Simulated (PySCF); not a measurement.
# C7H3N3Se: the cost of one run

Programs: PySCF 2.14.0, with routines of our own; each step states its level. All values are computed. Atoms count from 0.

### 1 The starting structure

14 atoms, charge 0, multiplicity 1; geometry from: GFN2-xTB.

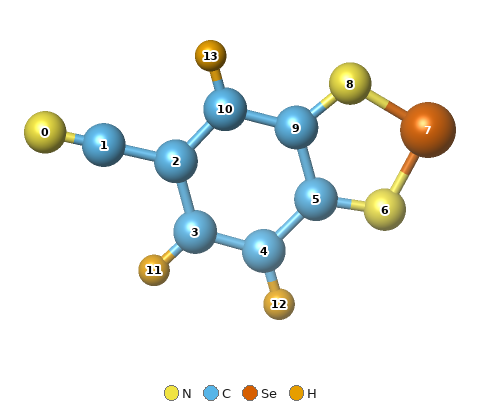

The starting geometry (nitrogen yellow, carbon blue, selenium orange, hydrogen amber).

### 2 Relaxing the molecule at PBE0-D3(BJ)/def2-SVP

Job settings and geometry (Å):

```
{"job": {"xc": "PBE0", "basis": "def2-SVP", "d3": "d3bj", "grid": 2, "kind": "geom"}, "charge": 0, "multiplicity": 1}
N      3.778186    -0.637069     0.693715
C      2.669491    -0.430388     0.490443
C      1.303006    -0.164722     0.236568
C      0.900319     1.188371     0.052194
C     -0.398689     1.509667    -0.197759
C     -1.354042     0.472913    -0.272656
N     -2.651153     0.629246    -0.509313
Se    -3.421876    -0.939708    -0.508558
N     -1.931621    -1.785549    -0.179998
C     -0.944117    -0.899558    -0.085199
C      0.404336    -1.203653     0.172113
H      1.653844     1.959259     0.114975
H     -0.716277     2.530126    -0.340294
H      0.707916    -2.229406     0.311600
```

Command:

```
> OMP_NUM_THREADS=1 python excited_run.py task.json out
```

The driver reads the jobs from task.json and runs them one after another.

Q: Estimate the wall time and peak memory of this first job on 1 thread of Arm Neoverse V2, shared host.

About 1.8 min, with a peak of 0.98 GiB.
